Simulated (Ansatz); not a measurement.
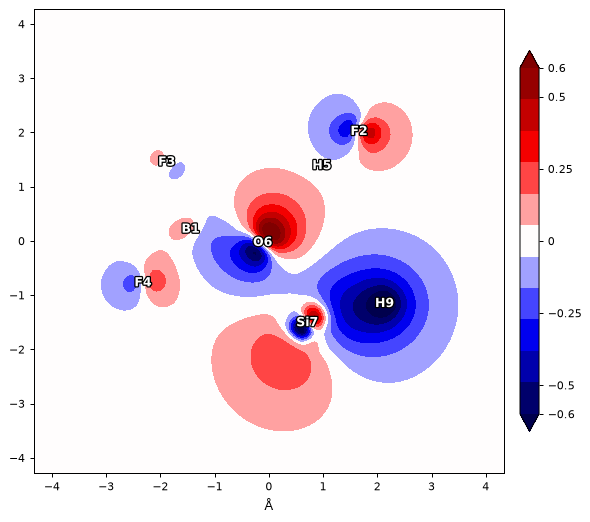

*BF2H3OSi···HF. The HOMO−1 on the plane of atoms F4, B1 and O6 (values in Å⁻³ᐟ²; the overall sign is arbitrary).*

The product side of a reaction path; geometry: PBE0-D4/def2-TZVP.

All numbers below come from RKS PBE0-D4/def2-TZVPP (Ansatz).

Input file:

```
crystal:
  periodic: [false, false, false]
  atoms:
    - {symbol: B, position_ang: [-0.246708, -1.385306, 0.678906]}
    - {symbol: F, position_ang: [1.545386, -0.509019, -2.307524]}
    - {symbol: F, position_ang: [0.163260, -2.571040, 0.288894]}
    - {symbol: F, position_ang: [-0.967367, -1.291947, 1.783763]}
    - {symbol: H, position_ang: [1.046048, -0.536428, -1.521130]}
    - {symbol: O, position_ang: [0.068796, -0.288933, -0.044707]}
    - {symbol: Si, position_ang: [-0.328046, 1.324996, 0.232526]}
    - {symbol: H, position_ang: [0.242533, 1.732982, 1.535676]}
    - {symbol: H, position_ang: [0.278735, 2.071740, -0.886119]}
    - {symbol: H, position_ang: [-1.802437, 1.452955, 0.239717]}
basis:
  gaussian: {orbitals: def2-TZVPP}
hamiltonian: {xc: pbe0, dispersion: d4}
output: {orbitals: {seedname: orbitals}}
```

Launched as:

```sh
ansatz run in.yaml --threads 8 --pin off --events-out ev --progress --plain --max-ram 19148MiB
```

**Describe this orbital and give its energy.**

By Hirshfeld shares it lies mainly on Si7 (about 35 %), H9 (about 30 %), O6 (about 15 %), H8 (about 10 %) and H10 (about 10 %). Its energy is −10.30 eV.
